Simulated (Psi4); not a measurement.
# Frequency calculation, with input and output: SiH2Br2 (part 3 of 3)

The same run, continued: SiH2Br2; HF-3c/MINIX, RHF (Psi4 1.11). The geometry was optimised with HF-3c/MINIX.

Geometry of the input (Å):
```
Br -1.6562  -1.2437  0.3525
Si 0.1893  -0.0457  0.0703
Br -0.2735  1.8325  -1.0153
H  1.1429  -0.8371  -0.7459
H  0.7297  0.3055  1.4071
```

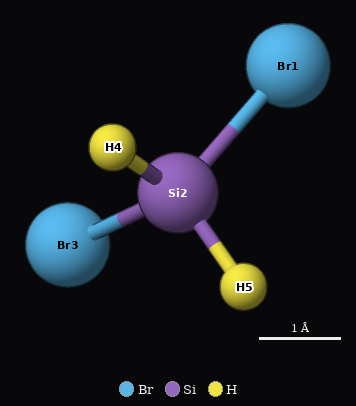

**Figure 1.** The structure as given in the input (ball-and-stick view, seen at an oblique angle; atoms are numbered from 1 in the order of the input).

Output, continued
```
    1     0.12742240468900     0.07427368692473    -0.01686011352288    -0.11739216219876    -0.05455044535602
    2     0.07427368692473     0.06024573831726    -0.01255099159141    -0.06186493168007    -0.05145528866251
    3    -0.01686011352288    -0.01255099159141     0.01319800615392     0.01392091279986     0.00691430727500
    4    -0.11739216219876    -0.06186493168007     0.01392091279986     0.32630603065642    -0.03398721193018
    5    -0.05455044535602    -0.05145528866251     0.00691430727500    -0.03398721193018     0.29100345768969
    6     0.01003349997931     0.00550887233458    -0.01972556185721     0.00110373807073     0.05874901711592
    7     0.00208875170253    -0.00756393807972     0.00404874696144    -0.02646216548209     0.02589726665165
    8    -0.00520720510293    -0.01029678082133     0.00548406530491     0.03321410040111    -0.11108410547410
    9     0.00279764581655     0.00503121435408    -0.00022006890390    -0.01911246096333     0.05399182383223
   10    -0.00657301788383     0.00046258064248     0.00448622746912    -0.12260347186198     0.07943373609732
   11    -0.00921433190100     0.00217030700568     0.00382353383310     0.07917751383512    -0.08978545926269
   12    -0.00015243159865    -0.00054871575961     0.00247544612029     0.07799588191290    -0.06868917281024
   13    -0.00554597613669    -0.00530739780649    -0.00559577370698    -0.05984823110847    -0.01679334546274
   14    -0.00530170456385    -0.00066397582925    -0.00367091482133    -0.01653947062600    -0.03867860429689
   15     0.00418139932620     0.00255962066274     0.00427217802548    -0.07390807182022    -0.05096597541310

                 6                   7                   8                   9                  10

    1     0.01003349997931     0.00208875170253    -0.00520720510293     0.00279764581655    -0.00657301788383
    2     0.00550887233458    -0.00756393807972    -0.01029678082133     0.00503121435408     0.00046258064248
    3    -0.01972556185721     0.00404874696144     0.00548406530491    -0.00022006890390     0.00448622746912
    4     0.00110373807073    -0.02646216548209     0.03321410040111    -0.01911246096333    -0.12260347186198
    5     0.05874901711592     0.02589726665165    -0.11108410547410     0.05399182383223     0.07943373609732
    6     0.38300486371064    -0.01522942507400     0.05539323588854    -0.05104707423580     0.07856560539619
    7    -0.01522942507400     0.02029390068428    -0.02912521249010     0.01747681813221     0.00204931336898
    8     0.05539323588854    -0.02912521249010     0.13049284522453    -0.06966700862501     0.00067244067515
    9    -0.05104707423580     0.01747681813221    -0.06966700862501     0.05009699656808     0.00060160693875
   10     0.07856560539619     0.00204931336898     0.00067244067515     0.00060160693875     0.11889423325365
   11    -0.06894424554795     0.00592039324428    -0.00638835103148    -0.00081016906867    -0.07777843287892
   12    -0.09923232326847    -0.00472921711134     0.00804432217414     0.00240721416798    -0.08120448905096
   13    -0.07447341837226     0.00203020085952     0.00044587651687    -0.00176360992410     0.00823294312320
   14    -0.05070687979118     0.00487149067404    -0.00272360822612     0.01145413950784    -0.00279032453603
   15    -0.21299990433560    -0.00156692290818     0.00074538525787    -0.00123706758688    -0.00244895075309

                11                  12                  13                  14                  15

    1    -0.00921433190100    -0.00015243159865    -0.00554597613669    -0.00530170456385     0.00418139932620
    2     0.00217030700568    -0.00054871575961    -0.00530739780649    -0.00066397582925     0.00255962066274
    3     0.00382353383310     0.00247544612029    -0.00559577370698    -0.00367091482133     0.00427217802548
    4     0.07917751383512     0.07799588191290    -0.05984823110847    -0.01653947062600    -0.07390807182022
    5    -0.08978545926269    -0.06868917281024    -0.01679334546274    -0.03867860429689    -0.05096597541310
    6    -0.06894424554795    -0.09923232326847    -0.07447341837226    -0.05070687979118    -0.21299990433560
    7     0.00592039324428    -0.00472921711134     0.00203020085952     0.00487149067404    -0.00156692290818
    8    -0.00638835103148     0.00804432217414     0.00044587651687    -0.00272360822612     0.00074538525787
    9    -0.00081016906867     0.00240721416798    -0.00176360992410     0.01145413950784    -0.00123706758688
   10    -0.07777843287892    -0.08120448905096     0.00823294312320    -0.00279032453603    -0.00244895075309
   11     0.09127019049226     0.06787150342897     0.00189485770052     0.00273331279628    -0.00194062264544
   12     0.06787150342897     0.09674561761020     0.00809025584805    -0.00667793703325    -0.00239595462999
   13     0.00189485770052     0.00809025584805     0.05513106326243     0.01976000905185     0.07374254615528
   14     0.00273331279628    -0.00667793703325     0.01976000905185     0.03933287555597     0.04960159213792
   15    -0.00194062264544    -0.00239595462999     0.07374254615528     0.04960159213792     0.21236074852698

	total time  =         67 seconds =       1.12 minutes

  ==> Harmonic Vibrational Analysis <==

  non-mass-weighted Hessian:       Symmetric? True   Hermitian? True   Lin Dep Dim?  0 (0)
  projection of translations (True) and rotations (True) removed 6 degrees of freedom (6)
  total projector:                 Symmetric? True   Hermitian? True   Lin Dep Dim?  6 (6)
  mass-weighted Hessian:           Symmetric? True   Hermitian? True   Lin Dep Dim?  0 (0)
  pre-proj  low-frequency mode:    0.0000i [cm^-1]
  pre-proj  low-frequency mode:    0.0000i [cm^-1]
  pre-proj  low-frequency mode:    0.0000i [cm^-1]
  pre-proj  low-frequency mode:    0.0136  [cm^-1]
  pre-proj  low-frequency mode:   15.4776  [cm^-1]
  pre-proj  low-frequency mode:   75.4045  [cm^-1]
  pre-proj  all modes:['6.6471i' '0.0079i' '0.0068i' '0.0136' '15.4776' '75.4045' '128.6984'
 '426.2306' '496.2788' '601.3742' '756.0922' '921.4652' '1040.0235'
 '2617.4562' '2646.8003']
  projected mass-weighted Hessian: Symmetric? True   Hermitian? True   Lin Dep Dim?  6 (6)
  post-proj low-frequency mode:    0.0000i [cm^-1] (TR)
  post-proj low-frequency mode:    0.0000i [cm^-1] (TR)
  post-proj low-frequency mode:    0.0000i [cm^-1] (TR)
  post-proj low-frequency mode:    0.0000  [cm^-1] (TR)
  post-proj low-frequency mode:    0.0000  [cm^-1] (TR)
  post-proj low-frequency mode:    0.0000  [cm^-1] (TR)
  post-proj  all modes:['0.0000i' '0.0000i' '0.0000i' '0.0000' '0.0000' '0.0000' '128.6984'
 '426.2306' '496.2787' '599.8210' '756.0387' '921.4534' '1040.0235'
 '2617.4562' '2646.8003']

  Vibration                       7                   8                   9
  Freq [cm^-1]                 128.6984            426.2306            496.2787
  Irrep                           A                   A                   A
  Reduced mass [u]             37.5219             14.5267             13.4048
  Force const [mDyne/A]         0.3662              1.5549              1.9452
  Turning point v=0 [a0]        0.1579              0.1394              0.1345
  RMS dev v=0 [a0 u^1/2]        0.6839              0.3758              0.3483
  IR activ [km/mol]             1.1277             33.3239             134.2353
  Char temp [K]                185.1684            613.2509            714.0346
  ----------------------------------------------------------------------------------
      1   BR               0.09  0.40 -0.19   -0.15 -0.08  0.01   -0.12 -0.07  0.02
      2   SI               0.40 -0.12  0.14    0.53 -0.16  0.18    0.22  0.50 -0.22
      3   BR              -0.24 -0.35  0.14   -0.05  0.14 -0.08    0.03 -0.12  0.07
      4   H                0.41 -0.12  0.15    0.51 -0.16  0.14    0.21  0.47 -0.21
      5   H                0.41 -0.12  0.14    0.49 -0.13  0.20    0.21  0.47 -0.21

  Vibration                       10                  11                  12
  Freq [cm^-1]                 599.8210            756.0387            921.4534
  Irrep                           A                   A                   A
  Reduced mass [u]              1.2078              1.0137              1.0800
  Force const [mDyne/A]         0.2560              0.3414              0.5403
  Turning point v=0 [a0]        0.4077              0.3964              0.3478
  RMS dev v=0 [a0 u^1/2]        0.3168              0.2822              0.2556
  IR activ [km/mol]            20.9941              0.0005             335.4335
  Char temp [K]                863.0089           1087.7714           1325.7662
  ----------------------------------------------------------------------------------
      1   BR               0.00 -0.00 -0.01   -0.00  0.00  0.01   -0.00  0.00 -0.00
      2   SI              -0.01  0.04  0.07   -0.00 -0.00  0.00   -0.02 -0.04  0.02
      3   BR               0.00 -0.00 -0.01    0.00 -0.00 -0.01    0.00 -0.00  0.00
      4   H               -0.52  0.02 -0.48    0.27  0.60 -0.27    0.27  0.60 -0.27
      5   H                0.62 -0.32 -0.08   -0.27 -0.60  0.27    0.27  0.60 -0.27

  Vibration                       13                  14                  15
  Freq [cm^-1]                1040.0235           2617.4562           2646.8003
  Irrep                           A                   A                   A
  Reduced mass [u]              1.0497              1.0301              1.0582
  Force const [mDyne/A]         0.6689              4.1581              4.3679
  Turning point v=0 [a0]        0.3321              0.2113              0.2073
  RMS dev v=0 [a0 u^1/2]        0.2406              0.1517              0.1508
  IR activ [km/mol]            123.7001             5.5499             11.3744
  Char temp [K]               1496.3623           3765.9368           3808.1563
  ----------------------------------------------------------------------------------
      1   BR              -0.00 -0.00  0.00    0.00  0.00  0.00   -0.00  0.00  0.00
      2   SI              -0.04  0.01 -0.01   -0.03  0.01 -0.01    0.01 -0.02 -0.04
      3   BR              -0.00  0.00 -0.00    0.00 -0.00  0.00   -0.00  0.00  0.00
      4   H                0.46  0.03  0.54    0.45 -0.37 -0.39   -0.45  0.38  0.40
      5   H                0.59 -0.34 -0.17    0.26  0.17  0.64    0.25  0.17  0.63

  ==> Thermochemistry Components <==

  Entropy, S
    Electronic S                             0.000 [cal/(mol K)]        0.000 [J/(mol K)]       0.00000000 [mEh/K] (multiplicity = 1)
    Translational S                         41.597 [cal/(mol K)]      174.042 [J/(mol K)]       0.06628901 [mEh/K] (mol. weight = 187.8293 [u], P = 101325.00 [Pa])
    Rotational S                            26.603 [cal/(mol K)]      111.307 [J/(mol K)]       0.04239453 [mEh/K] (symmetry no. = 2)
    Vibrational S                            5.408 [cal/(mol K)]       22.627 [J/(mol K)]       0.00861827 [mEh/K]
  Total S                                   73.608 [cal/(mol K)]      307.976 [J/(mol K)]       0.11730181 [mEh/K]
  Correction S                               0.000 [cal/(mol K)]        0.000 [J/(mol K)]       0.00000000 [mEh/K]

  Constant volume heat capacity, Cv
    Electronic Cv                            0.000 [cal/(mol K)]        0.000 [J/(mol K)]       0.00000000 [mEh/K]
    Translational Cv                         2.981 [cal/(mol K)]       12.472 [J/(mol K)]       0.00475022 [mEh/K]
    Rotational Cv                            2.981 [cal/(mol K)]       12.472 [J/(mol K)]       0.00475022 [mEh/K]
    Vibrational Cv                           7.163 [cal/(mol K)]       29.969 [J/(mol K)]       0.01141466 [mEh/K]
  Total Cv                                  13.124 [cal/(mol K)]       54.913 [J/(mol K)]       0.02091509 [mEh/K]
  Correction Cv                              0.000 [cal/(mol K)]        0.000 [J/(mol K)]       0.00000000 [mEh/K]

  Constant pressure heat capacity, Cp
    Electronic Cp                            0.000 [cal/(mol K)]        0.000 [J/(mol K)]       0.00000000 [mEh/K]
    Translational Cp                         4.968 [cal/(mol K)]       20.786 [J/(mol K)]       0.00791703 [mEh/K]
    Rotational Cp                            2.981 [cal/(mol K)]       12.472 [J/(mol K)]       0.00475022 [mEh/K]
    Vibrational Cp                           7.163 [cal/(mol K)]       29.969 [J/(mol K)]       0.01141466 [mEh/K]
  Total Cp                                  15.112 [cal/(mol K)]       63.227 [J/(mol K)]       0.02408190 [mEh/K]
  Correction Cp                              0.000 [cal/(mol K)]        0.000 [J/(mol K)]       0.00000000 [mEh/K]

  ==> Thermochemistry Energy Analysis <==

  Raw electronic energy, E_e
  Total E_e, Electronic energy at well bottom                                         -5432.89359734 [Eh]

  Zero-point vibrational energy, ZPVE = Sum_i omega_i / 2,  E_0 = E_e + ZPVE
    Vibrational ZPVE                        13.771 [kcal/mol]       57.617 [kJ/mol]       0.02194513 [Eh]        4816.400 [cm^-1]
  Correction ZPVE to E_e                    13.771 [kcal/mol]       57.617 [kJ/mol]       0.02194513 [Eh]        4816.400 [cm^-1]
  Total E_0, Enthalpy at 0 [K]                                                        -5432.87165220 [Eh]
  *** Absolute enthalpy, not an enthalpy of formation ***

  Thermal (internal) energy, E (includes ZPVE and finite-temperature corrections)
    Electronic contrib to E beyond E_e       0.000 [kcal/mol]        0.000 [kJ/mol]       0.00000000 [Eh]
    Translational contrib to E               0.889 [kcal/mol]        3.718 [kJ/mol]       0.00141628 [Eh]
    Rotational contrib to E                  0.889 [kcal/mol]        3.718 [kJ/mol]       0.00141628 [Eh]
    Vibrational contrib to E                14.729 [kcal/mol]       61.624 [kJ/mol]       0.02347138 [Eh]
  Correction E                              16.506 [kcal/mol]       69.061 [kJ/mol]       0.02630393 [Eh]
  Total E, Thermal (internal) energy at  298.15 [K]                                   -5432.86729341 [Eh]

  Enthalpy, H_trans = E_trans + k_B * T = E_trans + P * V
    Electronic contrib to H beyond E_e       0.000 [kcal/mol]        0.000 [kJ/mol]       0.00000000 [Eh]
    Translational contrib to H               1.481 [kcal/mol]        6.197 [kJ/mol]       0.00236046 [Eh]
    Rotational contrib to H                  0.889 [kcal/mol]        3.718 [kJ/mol]       0.00141628 [Eh]
    Vibrational contrib to H                14.729 [kcal/mol]       61.624 [kJ/mol]       0.02347138 [Eh]
  Correction H                              17.098 [kcal/mol]       71.540 [kJ/mol]       0.02724811 [Eh]
  Total H, Enthalpy at  298.15 [K]                                                    -5432.86634922 [Eh]
  *** Absolute enthalpy, not an enthalpy of formation ***

  Gibbs free energy, G = H - T * S
    Electronic contrib to G beyond E_e       0.000 [kcal/mol]        0.000 [kJ/mol]       0.00000000 [Eh]
    Translational contrib to G             -10.921 [kcal/mol]      -45.693 [kJ/mol]      -0.01740361 [Eh]
    Rotational contrib to G                 -7.043 [kcal/mol]      -29.468 [kJ/mol]      -0.01122365 [Eh]
    Vibrational contrib to G                13.116 [kcal/mol]       54.878 [kJ/mol]       0.02090184 [Eh]
  Correction G                              -4.848 [kcal/mol]      -20.283 [kJ/mol]      -0.00772542 [Eh]
  Total G, Gibbs energy at  298.15 [K]                                                -5432.90132276 [Eh]
  *** Absolute Gibbs energy, not a free energy of formation ***

  Variable Map:
  ----------------------------------------------------------------------------
  "CURRENT ENERGY"                    =>   -5432.893597337714
  "CURRENT REFERENCE ENERGY"          =>   -5432.893597337714
  "DD SOLVATION ENERGY"               =>       0.000000000000
  "DISPERSION CORRECTION ENERGY"      =>      -0.001547656323
  "ENTHALPY"                          =>   -5432.866349222892
  "ENTHALPY CORRECTION"               =>       0.027248114822
  "GIBBS FREE ENERGY"                 =>   -5432.901322757445
  "GIBBS FREE ENERGY CORRECTION"      =>      -0.007725419732
  "HF KINETIC ENERGY"                 =>    5431.610600471722
  "HF POTENTIAL ENERGY"               =>  -10864.504197809438
  "HF TOTAL ENERGY"                   =>   -5432.892049681392
  "HF VIRIAL RATIO"                   =>       2.000236209287
  "HF3C DISPERSION CORRECTION ENERGY" =>      -0.021409640223
  "NUCLEAR REPULSION ENERGY"          =>     446.518941533355
  "ONE-ELECTRON ENERGY"               =>   -8456.272517136786
  "PCM POLARIZATION ENERGY"           =>       0.000000000000
  "PE ENERGY"                         =>       0.000000000000
  "SCF ITERATION ENERGY"              =>   -5432.893597337714
  "SCF ITERATIONS"                    =>      10.000000000000
  "SCF TOTAL ENERGY"                  =>   -5432.893597337714
  "THERMAL ENERGY"                    =>   -5432.867293407439
  "THERMAL ENERGY CORRECTION"         =>       0.026303930274
  "TWO-ELECTRON ENERGY"               =>    2576.861525922040
  "ZERO K ENTHALPY"                   =>   -5432.871652202739
  "ZPVE"                              =>       0.021945134975

  Array Variable Map:
  ----------------------------------------------------------------------------
  "-D GRADIENT"                       =>      -0.001349094064 ... -0.008494385886 5 by 3
  "-D HESSIAN"                        =>       0.000183185360 ... 0.005718532468 15 by 15
  "CURRENT DIPOLE"                    =>       0.626142767859 ... 0.217848744147 1 by 3
  "CURRENT DIPOLE GRADIENT"           =>      -0.730584233432 ... 0.046067759030 15 by 3
  "CURRENT GRADIENT"                  =>      -0.000009978601 ... 0.000015378596 5 by 3
  "CURRENT HESSIAN"                   =>       0.127422404689 ... 0.212360748527 15 by 15
  "DISPERSION CORRECTION GRADIENT"    =>      -0.002093388869 ... 0.000875345177 5 by 3
  "DISPERSION CORRECTION HESSIAN"     =>       0.000183185360 ... 0.005718532468 15 by 15
  "HF TOTAL GRADIENT"                 =>      -0.000009978601 ... 0.000015378596 5 by 3
  "HF TOTAL HESSIAN"                  =>       0.127422404689 ... 0.212360748527 15 by 15
  "HF3C DISPERSION CORRECTION GRADIENT" =>      -0.002093388869 ... 0.000875345177 5 by 3
  "SCF DIPOLE"                        =>       0.626142767859 ... 0.217848744147 1 by 3
  "SCF DIPOLE GRADIENT"               =>      -0.730584233432 ... 0.046067759030 15 by 3
  "SCF TOTAL ENERGIES"                =>   -5428.649442079140 ... -5432.893597337714 1 by 11
  "SCF TOTAL GRADIENT"                =>      -0.000009978601 ... 0.000015378596 5 by 3
  "SCF TOTAL HESSIAN"                 =>       0.127422404689 ... 0.212360748527 15 by 15

    Psi4 run time: 0:01:17.49
```

Standard output
```
Warning: used thermodynamics relations inappropriate for low-frequency modes: ['128.6984' '426.2306' '496.2787' '599.8210']
```

Summary

| quantity | value |
| --- | --- |
| outcome | converged |
| total energy | −5432.893597 hartree |
| dispersion energy | −0.001548 hartree |
| basis functions | 80 |
| HOMO | −11.41 eV |
| LUMO | 3.98 eV |
| zero-point energy | 0.021945 hartree |
| dipole moment | 1.75 D |
| wavenumbers, lowest and highest | 129 and 2647 cm⁻¹ |
| hardware | 1 thread of Intel Xeon @ 2.50GHz (Skylake/Cascade Lake), 12 GiB of memory available, shared host |
| wall time | 80 s |
| peak memory | 0.34 GiB |
